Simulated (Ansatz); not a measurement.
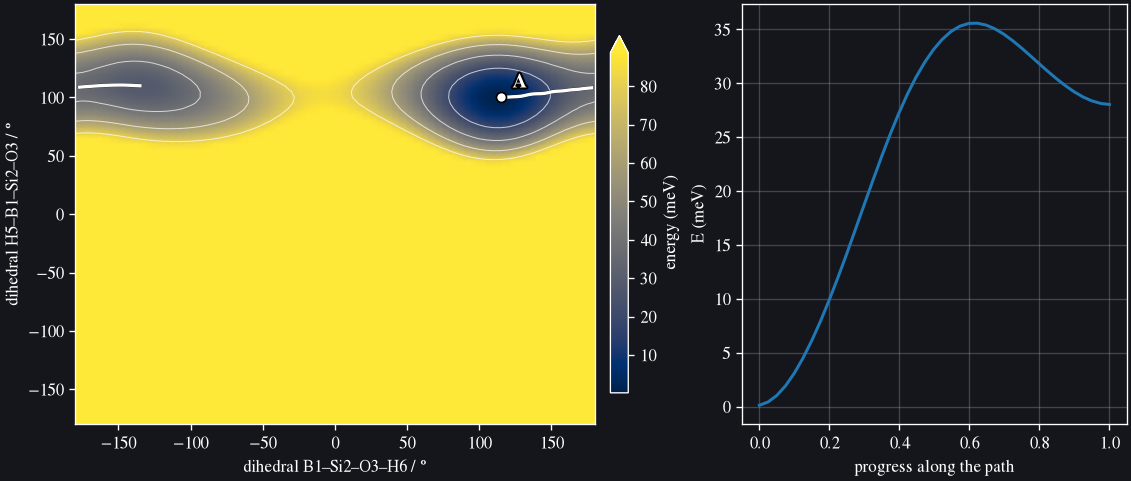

BClH2OSi, SMILES B=[Si](O)Cl. 
- First axis: dihedral B1–Si2–O3–H6. Second axis: dihedral H5–B1–Si2–O3.
- Nothing is relaxed (all other coordinates rigid).
- The scan uses an 18 × 18 grid.
- Energies are in meV, from the relaxed molecule at the same level.
- The calculation used Ansatz 0.2.0, RKS wB97X-V/def2-SVP.

In the figure: a smooth colour map with a few white contour lines, a line along the lowest path, one colour for all values above the top of the scale, the energy along the path at the right, the start A. Between grid points the surface is interpolated.

> Describe the path and its barrier.

The easiest path leads from the well at about dihedral B1–Si2–O3–H6 = 115°, dihedral H5–B1–Si2–O3 = 100° to the well at about dihedral B1–Si2–O3–H6 = −135°, dihedral H5–B1–Si2–O3 = 110°, about 28 meV higher (on a rigid scan; wells that are mirror images or exchange like atoms can differ by this much). Its highest point lies about 35 meV above the bottom of the first well on the interpolated surface, at about dihedral B1–Si2–O3–H6 = −175°, dihedral H5–B1–Si2–O3 = 110°. Seen from the upper well the barrier is about 7.5 meV. The start is the relaxed structure and all else is held, so a fully relaxed path at this level can only be lower.
